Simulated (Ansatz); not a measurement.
Pressure series in BaTiO3

Take BaTiO3 (space group P4mm, No. 99) as the base.

```cif
data_BaO3Ti
_chemical_formula_sum 'Ti1 Ba1 O3'
_space_group_name_H-M_alt 'P4mm'
_space_group_IT_number 99
_space_group_name_Hall 'P 4 -2'
_cell_length_a 3.97275
_cell_length_b 3.97275
_cell_length_c 4.11229
_cell_angle_alpha 90.000
_cell_angle_beta 90.000
_cell_angle_gamma 90.000
loop_
_atom_site_label
_atom_site_type_symbol
_atom_site_symmetry_multiplicity
_atom_site_Wyckoff_symbol
_atom_site_fract_x
_atom_site_fract_y
_atom_site_fract_z
_atom_site_occupancy
Ti1 Ti 1 b 0.50000 0.50000 0.45228 1
Ba1 Ba 1 a 0.00000 0.00000 0.93419 1
O1 O 1 b 0.50000 0.50000 0.89527 1
O2 O 2 c 0.00000 0.50000 0.41213 1
```

Cell and atoms are relaxed at each pressure.

Calculations: r2SCAN (Ansatz, a program for electronic structure), no spin-orbit coupling, earlier PAW set.

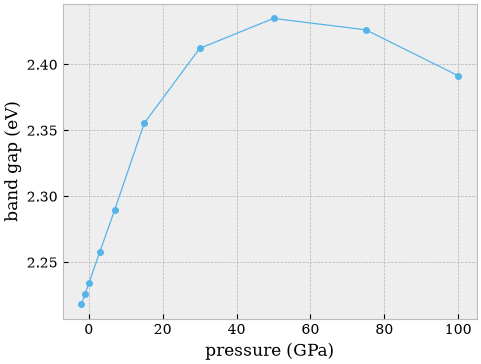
Figure: Band gap against pressure

Q: From the plot, what is the band gap for pressure 75 GPa?

A: About 2.43 eV.

Q: Is the trend monotonic over the range shown?

A: No, it turns within the range, spanning 2.22 eV to 2.43 eV.

Load acts through the strain it causes; cell and atoms are relaxed under it. No phonon test of stability was made. Competing high-pressure phases were not computed. The final runs are not spin-polarised. Along this pressure series the structure jumps between pressure 7 GPa and pressure 15 GPa; cells beyond that are another form of it.
